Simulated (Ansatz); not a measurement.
**Cl$_{2}$FGeH$_{2}$P···HCl: density, localisation and related maps**

Input file:

```
crystal:
  periodic: [false, false, false]
  atoms:
    - { symbol: Ge, position_ang: [-0.678899, -0.190009, -0.267442] }
    - { symbol: Cl, position_ang: [0.163917, 0.92825, 2.861893] }
    - { symbol: F, position_ang: [0.819042, -0.917903, 0.259917] }
    - { symbol: Cl, position_ang: [-0.291304, 1.873545, -0.784089] }
    - { symbol: Cl, position_ang: [-1.106555, -1.2235, -2.135927] }
    - { symbol: P, position_ang: [-2.443247, -0.392123, 1.177765] }
    - { symbol: H, position_ang: [-3.312496, -0.795565, 0.105145] }
    - { symbol: H, position_ang: [-2.091387, -1.747403, 1.512576] }
    - { symbol: H, position_ang: [-1.155071, 1.152607, 2.857762] }
basis:
  gaussian: { orbitals: def2-SVP }
hamiltonian:
  xc: pbe
relax:
  f_tol: 0.03
  max_steps: 50
output:
  orbitals: {}
```

Command:

```sh
ansatz run input.yaml --threads 4 --pin off --max-ram 5120MiB --backend cpu --events-out ev --progress --plain --runs-dir out
```

The fields are those of the run's last geometry, not of the input's.

Theory: Ansatz, RKS PBE/def2-SVP.

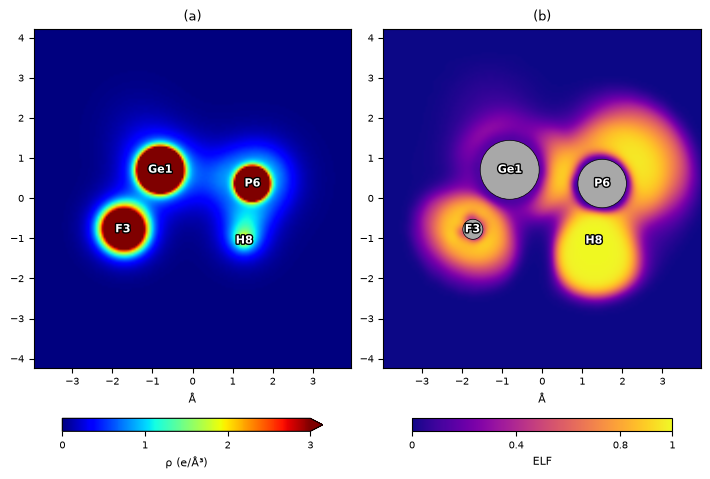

Figure 1. (a) electron density; (b) electron localisation function on the plane of atoms Ge1, P6 and H8. Grey discs cover the atomic cores in the ELF map.

Q: Read the bonding off the picture.

A: The plane passes through Ge, F, P and H nuclei.
Ge–F (1.75 Å): ρ at the midpoint is about 0.89 e/Å³; the ELF peaks at about 0.80 in the valence shell of F, 0.5 Å from its nucleus, and is about 0.25 at the midpoint.
Ge–P (2.33 Å): the density is about 0.63 e/Å³ at the midpoint; the ELF peaks at about 0.90 in the valence shell of P, 1.0 Å from its nucleus, and is about 0.85 at the midpoint.
P–H (1.44 Å): ρ is about 1 e/Å³ halfway; the ELF climbs to about 1 towards the hydrogen, as it does in any bond to H.
The ELF also peaks beside F3 and P6, away from the bonds: lone-pair regions.

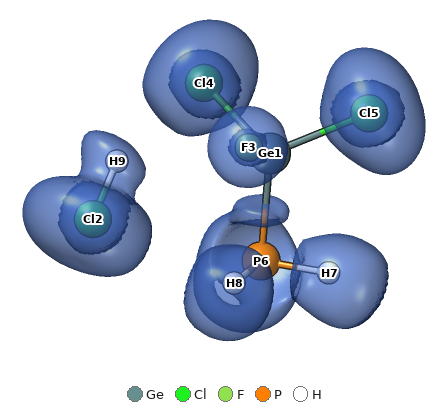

Figure 2. Isosurface of the ELF at 0.75 (blue), seen across its widest extent. Only the valence region is drawn (cores and ρ < 0.01 e/Å³ removed).

Q: Identify the bonds, lone pairs and shells in this picture.

A: The surface consists of two regions wrapped around Cl (the valence shell of each), one region wrapped around F (its valence shell), one joined region spread over several atoms (Cl, H), in which their bonds and any lone pairs are merged and one joined region spread over several atoms (H, P), in which their bonds and any lone pairs are merged.


Cl4···H9 (2.37 Å): the ELF dips to about 0.15 between them.

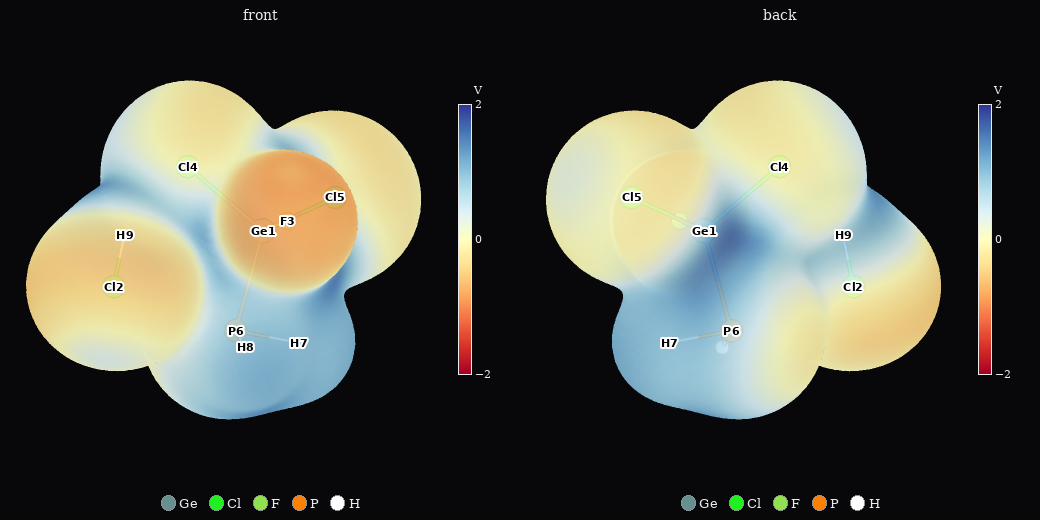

Figure 3. The electrostatic potential painted on the density surface at 0.002 e/bohr³, seen from the front and from behind; red is negative and blue positive.

Q: Which sites attract a positive test charge, and which a negative one?

A: A positive charge is drawn to the negative regions and a negative charge to the positive ones. The most negative region (about −0.8 V) lies over F3, the most positive (about +1.5 V) over Ge1. Cl2 shows a σ-hole: about +0.4 V at the tip opposite its bond, against about −0.3 V on its flanks. Cl5 shows a σ-hole: about +0.3 V at the tip opposite its bond, against about −0.1 V on its flanks.
